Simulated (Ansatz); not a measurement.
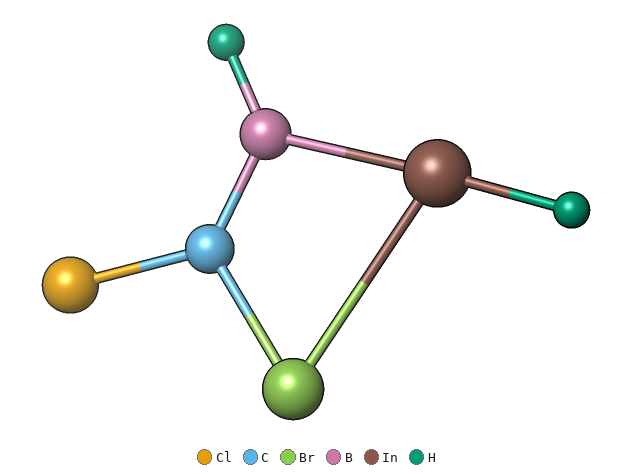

Starting geometry of the run.

The calculation was set up as follows.

```yaml
crystal:
  periodic: [false, false, false]
  atoms:
    - {symbol: Cl, position_ang: [0.100138, -1.973701, 1.998002]}
    - {symbol: C, position_ang: [0.088322, -0.834520, 0.719215]}
    - {symbol: Br, position_ang: [0.974990, -1.554929, -0.874110]}
    - {symbol: B, position_ang: [-0.470616, 0.491524, 0.720450]}
    - {symbol: In, position_ang: [-0.022748, 1.169801, -1.284493]}
    - {symbol: H, position_ang: [-1.031034, 1.053999, 1.604618]}
    - {symbol: H, position_ang: [0.360948, 1.647836, -2.883683]}
basis:
  gaussian: {orbitals: def2-TZVP, final_grid: {core_spheres: 5, valence_spheres: 4, degree: 11}, point_charges: [{charge: 0.50, position_ang: [5.629, -0.487, -0.434]}]}
hamiltonian: {xc: {name: BLYP}}
output: {forces: true}
```

It was started with:

```sh
ansatz run in.yaml --threads 2 --pin off --events-out ev --progress --plain --max-ram 22528MiB --backend cpu
```

Output:

```
Functional definition: BLYP
  name "BLYP"
  cite "Becke, Phys. Rev. A 38, 3098 (1988) doi:10.1103/PhysRevA.38.3098"
  cite "Lee, Yang & Parr, Phys. Rev. B 37, 785 (1988) doi:10.1103/PhysRevB.37.785"
  parameter beta = 0.0042
  parameter a = 0.04918
  parameter b = 0.132
  parameter c = 0.2533
  parameter d = 0.349
  exchange = b88_x(beta = beta)
  correlation = lyp_c(a = a, b = b, c = c, d = d)
1457 factors; their error is unknown
mean field evaluation 1: about -89470.7936 eV, gradient 7.9e1 eV
mean field evaluation 2: about -89301.2362 eV, gradient 1.9e2 eV
mean field evaluation 4: about -89482.5099 eV, gradient 3.9e1 eV
mean field evaluation 8: about -89487.1430 eV, gradient 6.5e-1 eV
mean field evaluation 16: about -89487.1143 eV, gradient 2.7e-3 eV
mean field -89487.11428638 eV, -3288.5907934797 hartree, gradient 2.5e-5 eV, S^2 0.000000; 0 other end points of the search recorded, 0 dependent functions left out
the calculation of the forces begins
reference -89487.11473093 eV, -3288.5908098167 hartree; 43, 43 occupied and 166, 166 virtual orbitals, 1457 factors
Total energy: -89487.11473093 eV, -3288.5908098167 hartree
Atom 0 at     0.100138    -1.973701     1.998002 Å, force    -0.025233    -0.470141     0.582220 eV/Å
Atom 1 at     0.088322    -0.834520     0.719215 Å, force    -0.204241     0.354118     0.333468 eV/Å
Atom 2 at     0.974990    -1.554929    -0.874110 Å, force     0.505608    -0.522917    -0.730058 eV/Å
Atom 3 at    -0.470616     0.491524     0.720450 Å, force    -0.069506     0.044584     0.200987 eV/Å
Atom 4 at    -0.022748     1.169801    -1.284493 Å, force    -0.274698     0.478365    -0.066289 eV/Å
Atom 5 at    -1.031034     1.053999     1.604618 Å, force    -0.031984     0.082739    -0.012973 eV/Å
Atom 6 at     0.360948     1.647836    -2.883683 Å, force     0.118974     0.055857    -0.324818 eV/Å
Dipole moment:    -0.142100     0.448134    -0.489878 e Å
```

Self-consistency was reached.
